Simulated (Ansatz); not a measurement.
**Mo4C3: a trial structure relaxed**

Aim: relax a trial structure of Mo4C3 and see where it ends.

Program: Ansatz 0.2.0. Level of theory: DFT PBE, scalar-relativistic, plane waves, PAW. These are calculated values, not measurements.

**1. Starting point**

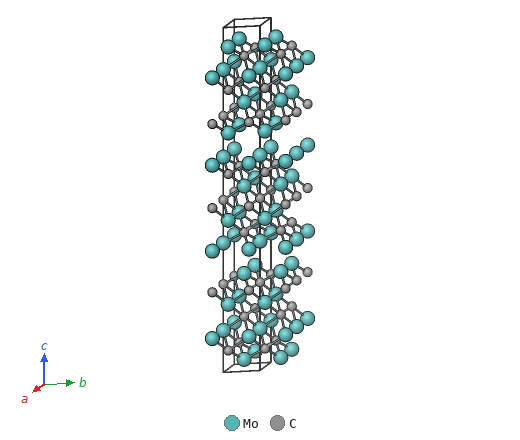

The starting structure, seen slightly off an axis (molybdenum teal, carbon grey). 2×2×1 cells are drawn. The cell drawn here is the conventional one.

Structure file:

```xyz
7
Lattice="1.5485 0.8940 9.7145 -1.5485 0.8940 9.7145 0.0000 -1.7880 9.7145" Properties=species:S:1:pos:R:3 pbc="T T T"
Mo    0.0000    0.0000   25.5944
Mo    0.0000    0.0000    3.5490
Mo    0.0000    0.0000   10.9403
Mo    0.0000    0.0000   18.2030
C     0.0000    0.0000    7.4614
C     0.0000    0.0000   14.5717
C     0.0000    0.0000   21.6820
```

The start is a polymorph listed in a database, not an invented cell.

**2. A first look at the guess**

Input file input.yaml:

```yaml
crystal:
  lattice:
    - [1.54849085, 0.89402161, 9.7144556]
    - [-1.54849085, 0.89402161, 9.7144556]
    - [0.0, -1.78804321, 9.7144556]
  atoms:
    - { symbol: Mo, position: [0.878223, 0.878223, 0.878223] }
    - { symbol: Mo, position: [0.121777, 0.121777, 0.121777] }
    - { symbol: Mo, position: [0.375397, 0.375397, 0.375397] }
    - { symbol: Mo, position: [0.624603, 0.624603, 0.624603] }
    - { symbol: C, position: [0.25602299, 0.25602299, 0.25602299] }
    - { symbol: C, position: [0.5, 0.5, 0.5] }
    - { symbol: C, position: [0.74397701, 0.74397701, 0.74397701] }
basis:
  ecutwfc: 420
kpoints:
  mp_grid: { grid: [6, 6, 6] }
hamiltonian:
  xc: pbe
scf:
  occupations: { method: gaussian, width: 0.1 }
  lower_state_search: "off"
output:
  forces: true
  stress: true
  eigenvalues: true
```

On the command line:

```console
ansatz run input.yaml --threads 1 --pin off --max-ram 2560MiB --backend cpu --events-out ev --progress --plain --runs-dir out
```

Standard output:

```text
[... 33 lines left out ...]
SCF 1 converged in 7 iterations: F = -20576.497235 eV  dr2 = 5.56e-8
SCF converged after 7 iterations
Free energy (F): -20576.497235 eV
Harris-Foulkes:  -20576.497235 eV  (|F-HF|=1.24e-8)
Internal energy: -20576.466138 eV  (E = F + TS)
E sigma→0 (E₀):  -20576.481687 eV
Entropy (-TS):   -0.031097 eV (-4.442 meV/atom)
Fermi energy:    19.698269 eV
--- Per-component energies (eV) ---
  E_band       = -210.767066
  E_kinetic    = 2032.133356
  E_local      = -3588.405971  (includes V_loc(G=0)·N_el)
  E_nonlocal   = 648.999230
  E_hartree    = 1193.218288
  E_xc         = -879.981129
  E_vxc        = -1097.432352  (∫ρ·V_xc dr)
  E_paw        = -13100.490683  (= ΣΔE_a)
  E_vpaw       = -592.500253  (= ΣTr[D̂ρ^β])
  E_aug_tail   = 0.000198  (compensation charges beyond the density's cutoff)
  E_ewald      = -6881.939428
  E_smearing   = -0.031097  (= −TS)
  E_closure    = 0.000000  (closes the sum)
  Σ components = -20576.497235   (vs F -20576.497235, Δ=0.00e0)
--- Forces (eV/Å), atoms counted from 1 ---
  atom   1  Mo     0.00000000     0.00000000     0.09953371
  atom   2  Mo     0.00000000    -0.00000000    -0.09953371
  atom   3  Mo     0.00000000     0.00000000     0.03849790
  atom   4  Mo     0.00000000    -0.00000000    -0.03849790
  atom   5  C      0.00000000    -0.00000000    -0.07072752
  atom   6  C     -0.00000000    -0.00000000    -0.00000000
  atom   7  C      0.00000000     0.00000000     0.07072752
  max |Σ_I F_I| component: 2.78e-17 eV/Å
--- Stress (GPa, compression-positive) ---
       -1.243441       0.000000       0.000000
        0.000000      -1.243441      -0.000000
        0.000000      -0.000000      -2.496477
  P = ⅓ Tr σ = -1.6611 GPa (-16.611 kbar)
--- Band table (eV; the first three rows and the last of 32) ---
  k-point 0: bands = ["-42.4632", "-42.4329", "-41.7302", "-41.6841", "-16.8731", "-16.6064", "-16.3106", "-16.3106", "-16.2857", "-16.2857", "-15.9104", "-15.6535", "-15.6535", "-15.6062", "-15.6062", "-15.5967", "5.7715", "6.8795", "8.0643", "11.6553", "13.2033", "13.8058", "13.8058", "14.4645", "14.4645", "15.7541", "16.2447", "16.2447", "17.1302", "17.2609", "17.2609", "17.8319", "18.5020", "18.5020", "19.0719", "19.0719", "19.5019", "19.5019", "19.9494", "21.0674", "21.0674"]
  k-point 1: bands = ["-42.4475", "-42.4208", "-41.7143", "-41.6736", "-16.8264", "-16.6120", "-16.4367", "-16.4135", "-16.3470", "-16.3101", "-15.8842", "-15.7836", "-15.7185", "-15.6856", "-15.6297", "-15.5917", "6.2963", "7.1321", "8.0029", "12.2320", "13.0555", "13.8416", "14.1060", "14.1361", "14.5219", "14.9963", "15.4935", "16.0252", "16.4585", "17.0488", "17.9087", "17.9963", "18.1219", "18.5843", "18.7071", "19.0406", "20.0420", "20.4383", "21.0134", "21.0218", "21.1261"]
  k-point 2: bands = ["-42.4150", "-42.3975", "-41.6808", "-41.6542", "-16.7530", "-16.7381", "-16.6540", "-16.5465", "-16.4153", "-16.3623", "-16.0226", "-15.9723", "-15.7827", "-15.7474", "-15.6780", "-15.6180", "7.2099", "7.4667", "8.0242", "12.4957", "12.9165", "13.8790", "14.0770", "14.1229", "14.3208", "14.6378", "15.0524", "15.2624", "16.1070", "16.9500", "17.8923", "18.1988", "19.4507", "19.5270", "19.6797", "20.0874", "20.2860", "20.5302", "21.2518", "21.2989", "21.4962"]
  k-point 31: bands = ["-42.4631", "-42.4330", "-41.7301", "-41.6842", "-16.8569", "-16.6349", "-16.3105", "-16.3105", "-16.2858", "-16.2858", "-15.8799", "-15.6534", "-15.6534", "-15.6149", "-15.6063", "-15.6063", "5.8477", "6.6910", "8.2129", "11.6049", "13.1746", "13.8749", "13.8749", "14.3277", "14.3277", "15.8554", "16.4196", "16.4196", "17.2964", "17.4245", "17.4245", "17.5568", "18.0228", "18.0228", "18.8391", "18.8391", "20.1241", "20.2192", "20.2192", "20.6482", "20.6482"]
```

Wall time 2.5 s (1 thread of Intel Xeon 6975P-C (Granite Rapids), shared host); peak memory 0.41 GiB.

Read-out: pressure -1.7 GPa, largest force 0.10 eV/Å, gap on this mesh none (metal). The coarse relaxation is skipped.

**3. Spin check on a coarse mesh**

Input file input.yaml:

```yaml
crystal:
  lattice:
    - [1.54849085, 0.89402161, 9.7144556]
    - [-1.54849085, 0.89402161, 9.7144556]
    - [0.0, -1.78804321, 9.7144556]
  atoms:
    - { symbol: Mo, position: [0.878223, 0.878223, 0.878223], spin: 1.0 }
    - { symbol: Mo, position: [0.121777, 0.121777, 0.121777], spin: 1.0 }
    - { symbol: Mo, position: [0.375397, 0.375397, 0.375397], spin: 1.0 }
    - { symbol: Mo, position: [0.624603, 0.624603, 0.624603], spin: 1.0 }
    - { symbol: C, position: [0.25602299, 0.25602299, 0.25602299] }
    - { symbol: C, position: [0.5, 0.5, 0.5] }
    - { symbol: C, position: [0.74397701, 0.74397701, 0.74397701] }
basis:
  ecutwfc: 420
kpoints:
  mp_grid: { grid: [6, 6, 6] }
hamiltonian:
  xc: pbe
scf:
  occupations: { method: gaussian, width: 0.1 }
  lower_state_search: "off"
output:
  forces: true
  stress: true
  eigenvalues: true
  populations: true
magnetization:
  spin_polarized: true
```

On the command line:

```console
ansatz run input.yaml --threads 1 --pin off --max-ram 2560MiB --backend cpu --events-out ev --progress --plain --runs-dir out
```

Standard output:

```text
[... 51 lines left out ...]
SCF 1 converged in 17 iterations: F = -20576.497235 eV  dr2 = 7.70e-11
SCF converged after 17 iterations
Magnetization: -0.0000 μB (34.0000 up, 34.0000 down)
Absolute magnetization: 0.0000 μB (∫|ρ↑−ρ↓|, with the PAW one-centre terms)
Spin contamination: 0.0000 ħ² per cell (⟨S²⟩ above its minimum at these occupations)
Per-site moments (μB) at R_I (Å): [(2.5580704804231605e-6, 0.9109132350219811), (2.55807048047173e-6, 0.9109132350219811), (-1.6096072882720818e-6, 0.8506158495186305), (-1.6096072883324727e-6, 0.8506158495186305), (-6.900022176403602e-7, 0.8506158495186305), (-1.6752420887518394e-6, 0.9139067624672086), (-6.900022176855107e-7, 0.8506158495186305)]
Free energy (F): -20576.497235 eV
Harris-Foulkes:  -20576.497235 eV  (|F-HF|=5.09e-11)
Internal energy: -20576.466137 eV  (E = F + TS)
E sigma→0 (E₀):  -20576.481686 eV
Entropy (-TS):   -0.031098 eV (-4.443 meV/atom)
Fermi energy:    19.698260 eV
--- Per-component energies (eV) ---
  E_band       = -210.767783
  E_kinetic    = 2032.133859
  E_local      = -3588.407702  (includes V_loc(G=0)·N_el)
  E_nonlocal   = 648.999570
  E_hartree    = 1193.219440
  E_xc         = -879.981180
  E_vxc        = -1097.432419  (∫ρ·V_xc dr)
  E_paw        = -13100.490895  (= ΣΔE_a)
  E_vpaw       = -592.500253  (= ΣTr[D̂ρ^β])
  E_aug_tail   = 0.000198  (compensation charges beyond the density's cutoff)
  E_ewald      = -6881.939428
  E_smearing   = -0.031098  (= −TS)
  E_closure    = 0.000000  (closes the sum)
  Σ components = -20576.497235   (vs F -20576.497235, Δ=0.00e0)
--- Forces (eV/Å), atoms counted from 1 ---
  atom   1  Mo     0.00000000     0.00000000     0.09957412
  atom   2  Mo     0.00000000    -0.00000000    -0.09957412
  atom   3  Mo     0.00000000     0.00000000     0.03849653
  atom   4  Mo     0.00000000    -0.00000000    -0.03849653
  atom   5  C      0.00000000    -0.00000000    -0.07066783
  atom   6  C      0.00000000     0.00000000     0.00000000
  atom   7  C      0.00000000     0.00000000     0.07066783
  max |Σ_I F_I| component: 1.39e-17 eV/Å
--- Stress (GPa, compression-positive) ---
       -1.243444       0.000000       0.000000
        0.000000      -1.243444      -0.000000
        0.000000      -0.000000      -2.496603
  P = ⅓ Tr σ = -1.6612 GPa (-16.612 kbar)
--- Band table (eV; the first three rows and the last of 64) ---
  k-point 0 ↑: bands = ["-42.4632", "-42.4328", "-41.7302", "-41.6841", "-16.8731", "-16.6065", "-16.3106", "-16.3106", "-16.2857", "-16.2857", "-15.9104", "-15.6536", "-15.6536", "-15.6063", "-15.6063", "-15.5968", "5.7715", "6.8794", "8.0643", "11.6553", "13.2033", "13.8058", "13.8058", "14.4645", "14.4645", "15.7541", "16.2447", "16.2447", "17.1302", "17.2609", "17.2609", "17.8319", "18.5020", "18.5020", "19.0719", "19.0719", "19.5018", "19.5018", "19.9494", "21.0674", "21.0674", "22.1294", "22.1331", "22.1331"]
  k-point 1 ↑: bands = ["-42.4475", "-42.4207", "-41.7143", "-41.6737", "-16.8264", "-16.6121", "-16.4367", "-16.4135", "-16.3470", "-16.3100", "-15.8842", "-15.7837", "-15.7186", "-15.6857", "-15.6297", "-15.5917", "6.2963", "7.1321", "8.0029", "12.2320", "13.0555", "13.8416", "14.1060", "14.1361", "14.5219", "14.9963", "15.4935", "16.0252", "16.4585", "17.0488", "17.9087", "17.9962", "18.1219", "18.5843", "18.7071", "19.0406", "20.0419", "20.4382", "21.0134", "21.0217", "21.1261", "21.6386", "22.8110", "23.0011"]
  k-point 2 ↑: bands = ["-42.4150", "-42.3975", "-41.6808", "-41.6543", "-16.7530", "-16.7381", "-16.6540", "-16.5465", "-16.4153", "-16.3622", "-16.0226", "-15.9723", "-15.7827", "-15.7475", "-15.6780", "-15.6180", "7.2099", "7.4667", "8.0242", "12.4957", "12.9165", "13.8790", "14.0770", "14.1229", "14.3208", "14.6378", "15.0524", "15.2624", "16.1070", "16.9500", "17.8923", "18.1988", "19.4507", "19.5270", "19.6797", "20.0874", "20.2860", "20.5302", "21.2518", "21.2989", "21.4962", "22.1430", "23.1643", "23.7140"]
  k-point 31 ↓: bands = ["-42.4630", "-42.4330", "-41.7301", "-41.6842", "-16.8569", "-16.6349", "-16.3104", "-16.3104", "-16.2858", "-16.2858", "-15.8800", "-15.6535", "-15.6535", "-15.6149", "-15.6063", "-15.6063", "5.8477", "6.6909", "8.2129", "11.6049", "13.1746", "13.8749", "13.8749", "14.3276", "14.3276", "15.8554", "16.4196", "16.4196", "17.2964", "17.4245", "17.4245", "17.5568", "18.0228", "18.0228", "18.8391", "18.8391", "20.1241", "20.2192", "20.2192", "20.6482", "20.6482", "21.7669", "22.5194", "22.5194"]
--- Löwdin populations: 7 sites ---
  site symbol       q [e]    m [muB]
     0     Mo     13.3538     0.0000
     1     Mo     13.3538     0.0000
     2     Mo     13.6365    -0.0000
     3     Mo     13.6365    -0.0000
     4      C      4.5657    -0.0000
     5      C      4.6436    -0.0000
     6      C      4.5657    -0.0000
  spilling = 0.003596 (of n_electrons = 68.000000)
```

Run time: 11 s. Hardware: 1 thread of Intel Xeon 6975P-C (Granite Rapids), shared host; peak memory 0.47 GiB.

By site:

```csv
atom,Löwdin electrons
Mo1,13.35
Mo2,13.35
Mo3,13.64
Mo4,13.64
C5,4.57
C6,4.64
C7,4.57
```

The Löwdin counts miss 0.24 of the 68 electrons, which the atomic orbitals do not span, so they are no charges.

The same cell is solved with trial moments on Mo. The largest site moment that stays is 0.00 μB and the cell's total 0.00 μB. The workflow keeps spin only above 0.25 μB on a site, so the next run goes without spin.

(Part 1 of 2 ends here.)
